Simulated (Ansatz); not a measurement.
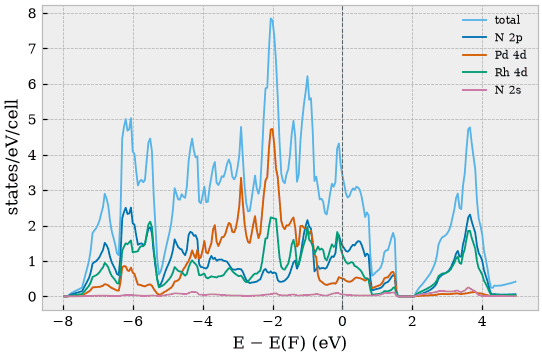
Total and projected density of states of PdRhN₂ in space group R-3m (No. 166; Rh on 3b, Pd on 3a, N on 6c), PBE (plane waves, PAW; program Ansatz)

### Question
Which orbitals carry the states next to the Fermi level?

### Answer
Within 0.5 eV of the Fermi level: N 2p 42 %, Rh 4d 37 %, Pd 4d 14 %. Projections are on Löwdin-orthogonalised atomic valence shells; empty p or d shells of many metals are not among them.

### Question
Where is the tallest occupied peak in this window, and what makes it?

### Answer
Near -2.0 eV, about 7.8 states/eV per cell; the largest projected share is Pd 4d.

The start of the workflow was typed in or built on a structure type; neither database checked (COD, Materials Project) lists it. Its standing as an ambient phase is unchecked. The cell was relaxed with PBE under the symmetry of its start; whether a distortion lowers the energy is not shown. The workflow began spin-polarised and lost its moments. Its formation energy is positive at this level, so the cell may be metastable or incomplete. Spin–orbit coupling is left out wherever it is not named.

Potentials: the later of the program's two PAW sets.
